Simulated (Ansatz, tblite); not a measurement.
# B(CNMe)H3 (C2H6BN): spin states and exact exchange

Aim: set other spin states of B(CNMe)H3 (C2H6BN) against its singlet, on many levels of theory.

Computed with Ansatz 0.2.0, Gaussian basis. Level: as each input shows.

The runs, in order: triplet, at the geometry of the singlet (GFN1-xTB, GFN2-xTB, PBE0-D4/def2-TZVP, PBE-D4/def2-TZVP, r2SCAN-D4/def2-TZVP); the singlet's energies come from earlier runs.

1 further run of the same task is left out (it didn't finish).

**1. The relaxed structure**

The geometry is that of the singlet, from an earlier relaxation (r2SCAN-D4/def2-SVP).

10 atoms, charge 0, spin multiplicity 1.

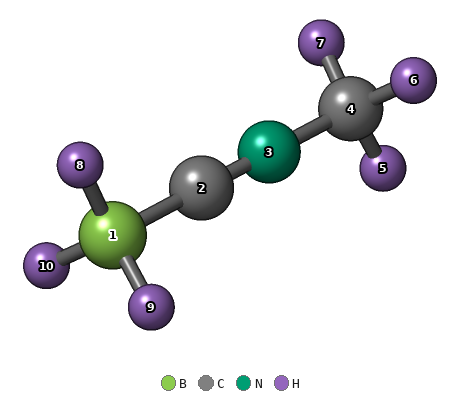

The geometry (boron green, carbon grey, nitrogen teal, hydrogen purple); atoms are numbered from 1 in the order of the file.

Coordinates:

```xyz
10
C2H6BN
B     0.0006    0.0058   -2.0788
C     0.0011    0.0008   -0.5431
N     0.0019   -0.0028    0.6268
C    -0.0007   -0.0057    2.0345
H    -1.0352   -0.0167    2.4097
H     0.5067    0.8940    2.4144
H     0.5244   -0.8966    2.4108
H     1.1752    0.0084   -2.4254
H    -0.5882    1.0238   -2.4210
H    -0.5859   -1.0111   -2.4280
```

**2. Triplet at the fixed geometry, GFN1-xTB**

Tight binding, by tblite at 300 K electronic temperature and without a spin-polarisation term:

```python
tblite.interface.Calculator('GFN1-xTB', numbers, positions, charge=0, uhf=2).singlepoint()
```

Energy -320.3168 eV; 0.004 s.

**3. Triplet at the fixed geometry, GFN2-xTB**

Tight binding, by tblite at 300 K electronic temperature and without a spin-polarisation term:

```python
tblite.interface.Calculator('GFN2-xTB', numbers, positions, charge=0, uhf=2).singlepoint()
```

Energy -306.4550 eV; 0.003 s.

**4. Triplet at the fixed geometry, PBE0-D4/def2-TZVP**

in.yaml

```yaml
crystal:
  periodic: [false, false, false]
  atoms:
    - {symbol: B, position_ang: [0.000575, 0.005800, -2.078753]}
    - {symbol: C, position_ang: [0.001144, 0.000838, -0.543118]}
    - {symbol: N, position_ang: [0.001850, -0.002784, 0.626795]}
    - {symbol: C, position_ang: [-0.000660, -0.005663, 2.034522]}
    - {symbol: H, position_ang: [-1.035167, -0.016676, 2.409724]}
    - {symbol: H, position_ang: [0.506707, 0.893985, 2.414405]}
    - {symbol: H, position_ang: [0.524442, -0.896583, 2.410843]}
    - {symbol: H, position_ang: [1.175212, 0.008417, -2.425440]}
    - {symbol: H, position_ang: [-0.588236, 1.023760, -2.420956]}
    - {symbol: H, position_ang: [-0.585879, -1.011085, -2.428021]}
basis:
  gaussian: {orbitals: def2-TZVP}
magnetization: {spin_polarized: true, initial_magnetization: 2}
hamiltonian: {xc: pbe0, dispersion: d4}
scf: {omitted_lower_state_checks: [starts]}
output: {orbitals: {seedname: orbitals}}
```

Command:

```console
> ansatz run in.yaml --threads 4 --pin off --events-out ev --progress --plain --max-ram 3916MiB
```

Log:

```text
Functional definition: PBE0
  name "PBE0"
  cite "Adamo & Barone, J. Chem. Phys. 110, 6158 (1999) doi:10.1063/1.478522"
  cite "Perdew, Burke & Ernzerhof, Phys. Rev. Lett. 77, 3865 (1996) doi:10.1103/PhysRevLett.77.3865"
  parent pbe
  parameter a = 0.25
  parameter kappa = 0.804
  parameter beta = 0.06672455060314922
  exchange = (1 - a)*pbe_x(kappa = kappa, mu = beta*pi^2/3) + a*exact_x
  correlation = pbe_c(beta = beta)
these checks for a lower state are left out or cut short: starts
948 factors; their error is unknown
mean field evaluation 1: about -4321.3032 eV, gradient 3.3e1 eV
mean field evaluation 2: about -4313.6087 eV, gradient 4.4e1 eV
mean field evaluation 4: about -4326.6918 eV, gradient 4.9e0 eV
mean field evaluation 8: about -4326.9675 eV, gradient 7.2e-1 eV
mean field evaluation 16: about -4327.2016 eV, gradient 1.1e-2 eV
mean field -4327.20161931 eV, -159.0217264269 hartree, gradient 6.7e-6 eV, S^2 2.010629; 0 other end points of the search recorded, 0 dependent functions left out
reference -4327.20165549 eV, -159.0217277566 hartree; 16, 14 occupied and 144, 146 virtual orbitals, 948 factors
Total energy: -4327.31394348 eV, -159.0258542641 hartree
Checks for a lower state left out: starts
```

It took 9.5 s on 4 threads of Arm Neoverse V1, shared host.

HOMO -2.60 eV, LUMO -6.11 eV (over both spins; with the spin held, an empty level of the minority spin lies below the top filled one); ⟨S²⟩ 2.011 (pure: 2.00).

**5. Triplet at the fixed geometry, PBE-D4/def2-TZVP**

start.molden holds the orbitals of an earlier run on this state, given as this run's starting guess.

in.yaml, as its differences from that of step 4:

```diff
@@ -14,5 +14,5 @@
 basis:
-  gaussian: {orbitals: def2-TZVP}
+  gaussian: {orbitals: def2-TZVP, initial_orbitals: start.molden}
 magnetization: {spin_polarized: true, initial_magnetization: 2}
-hamiltonian: {xc: pbe0, dispersion: d4}
+hamiltonian: {xc: pbe, dispersion: d4}
 scf: {omitted_lower_state_checks: [starts]}
```

Launched as before.

Log:

```text
Functional definition: PBE
  name "PBE"
  cite "Perdew, Burke & Ernzerhof, Phys. Rev. Lett. 77, 3865 (1996) doi:10.1103/PhysRevLett.77.3865"
  parent pbe
  parameter kappa = 0.804
  parameter beta = 0.06672455060314922
  exchange = pbe_x(kappa = kappa, mu = beta*pi^2/3)
  correlation = pbe_c(beta = beta)
these checks for a lower state are left out or cut short: starts
948 factors; their error is unknown
mean field evaluation 1: about -4326.9374 eV, gradient 5.5e0 eV
mean field evaluation 2: about -4327.0347 eV, gradient 1.4e-1 eV
mean field evaluation 4: about -4327.0153 eV, gradient 5.3e-2 eV
mean field evaluation 8: about -4327.0180 eV, gradient 1.6e-3 eV
mean field evaluation 16: about -4327.0180 eV, gradient 5.1e-5 eV
mean field -4327.01798602 eV, -159.0149780280 hartree, gradient 4.3e-6 eV, S^2 2.004870; 0 other end points of the search recorded, 0 dependent functions left out
reference -4327.01803397 eV, -159.0149797904 hartree; 16, 14 occupied and 144, 146 virtual orbitals, 948 factors
Total energy: -4327.15262754 eV, -159.0199260129 hartree
Checks for a lower state left out: starts
```

Wall time 4.4 s (4 threads of Arm Neoverse V1, shared host).

Report: HOMO -1.40 eV, LUMO -6.84 eV (over both spins; with the spin held, an empty level of the minority spin lies below the top filled one); ⟨S²⟩ 2.005 (pure: 2.00).

**6. Triplet at the fixed geometry, r2SCAN-D4/def2-TZVP**

in.yaml, as its differences from that of step 5:

```diff
@@ -16,3 +16,3 @@
 magnetization: {spin_polarized: true, initial_magnetization: 2}
-hamiltonian: {xc: pbe, dispersion: d4}
+hamiltonian: {xc: r2scan, dispersion: d4}
 scf: {omitted_lower_state_checks: [starts]}
```

Same command.

Log, shortened:

```text
Functional definition: r2SCAN
  name "r2SCAN"
  cite "Furness, Kaplan, Ning, Perdew & Sun, J. Phys. Chem. Lett. 11, 8208 (2020) doi:10.1021/acs.jpclett.0c02405"
  cite "Furness, Kaplan, Ning, Perdew & Sun, J. Phys. Chem. Lett. 11, 9248 (2020) doi:10.1021/acs.jpclett.0c03077"
  parent r2scan
[...]
948 factors; their error is unknown
[...]
mean field -4330.15629983 eV, -159.1303089334 hartree, gradient 4.7e-6 eV, S^2 2.011762; 0 other end points of the search recorded, 0 dependent functions left out
reference -4330.15631647 eV, -159.1303095448 hartree; 16, 14 occupied and 144, 146 virtual orbitals, 948 factors
Total energy: -4330.19083655 eV, -159.1315781346 hartree
Checks for a lower state left out: starts
```

Run time: 13 s. Hardware: 4 threads of Arm Neoverse V1, shared host.

Report: HOMO -1.68 eV, LUMO -6.67 eV (over both spins; with the spin held, an empty level of the minority spin lies below the top filled one); ⟨S²⟩ 2.012 (pure: 2.00).

**7. Triplet less singlet, vertical**

The singlet's energies are those of its earlier runs, whose logs aren't repeated here.

```csv
level,"triplet less singlet, vertical (kJ/mol)",time
GFN1-xTB,+513.0,0.009 s
GFN2-xTB,+486.5,0.006 s
PBE-D4/def2-TZVP,+545.9,5.5 s
r2SCAN-D4/def2-TZVP,+550.4,15 s
PBE0-D4/def2-TZVP,+567.2,11 s
```

Times add the two runs; a level without a time comes out of a correlated run. Tight binding without a spin term can't rank spin states.

**8. What came out**

| quantity | value |
| --- | --- |
| triplet less singlet, vertical, functionals in def2-TZVP | +545.9 (PBE-D4) to +567.2 kJ/mol (PBE0-D4) |

What this shows: All functionals put the triplet above the singlet, over a spread of 21.3 kJ/mol. The checks for a lower triplet were left out, so another state of that spin may lie lower. These are electronic energies, without zero-point motion, entropy or surroundings.
